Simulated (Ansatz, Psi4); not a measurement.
Approach curve of the dimer C3H8 ··· CS2 (SMILES CCC and S=C=S). Monomers: optimised at B3LYP-D3(BJ) (def2-TZVP), held rigid. Orientation: lowest of the rigid-body minima from ten starts at GFN2-xTB. R is the distance of the centres of mass, along which the second monomer moves.

- SAPT0/jun-cc-pVDZ, frozen core (Psi4)
- PBE/def2-TZVP, counterpoise-corrected (Psi4)
- B3LYP/def2-TZVP, counterpoise-corrected (Psi4)
- CCSD(T)/aug-cc-pVDZ = CCSD(T) on RHF/aug-cc-pVDZ, frozen core, counterpoise-corrected run with Ansatz (a quantum-chemistry and plane-wave program)

Cost and agreement with CCSD(T)/aug-cc-pVDZ over the 12 points of the scan, with CCSD(T)/aug-cc-pVDZ as yardstick. Costs are rough ratios of core time within Psi4 on shared cores, each with its mean field (Kohn-Sham runs search longer for lower solutions than correlated ones do); the miss is the largest difference from CCSD(T) of the interaction energy, in kcal/mol.

Task: Which is the cheapest of these levels that stays within 1.3 kcal/mol of CCSD(T)/aug-cc-pVDZ?

Result: SAPT0/jun-cc-pVDZ.

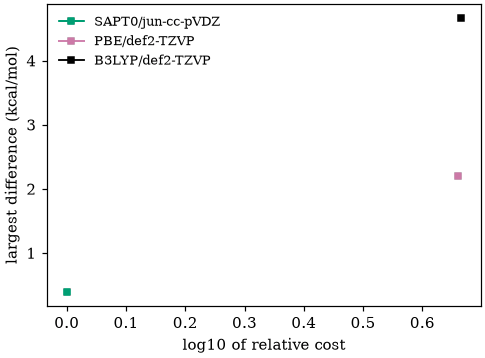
Figure. Miss against cost, one point a level.

```tsv
level	relative cost	largest difference
SAPT0/jun-cc-pVDZ	1	0.39
PBE/def2-TZVP	5	2.21
B3LYP/def2-TZVP	5	4.66
```

Costs within a factor of two of each other count as equal.
